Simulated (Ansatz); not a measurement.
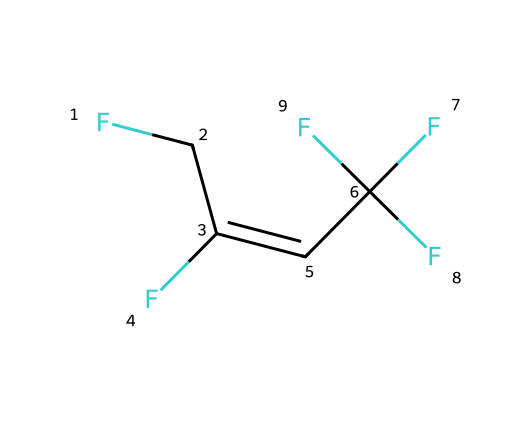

Skeletal drawing with numbered atoms; wedges and dashes mark any stereocentres. The configuration is that of a computed structure (PBE0-D4/def2-TZVP).

Question: Assign CIP descriptors.

Answer: C3=C5: E.

Question: Write the isomeric SMILES.

Answer: FC/C(F)=C\C(F)(F)F
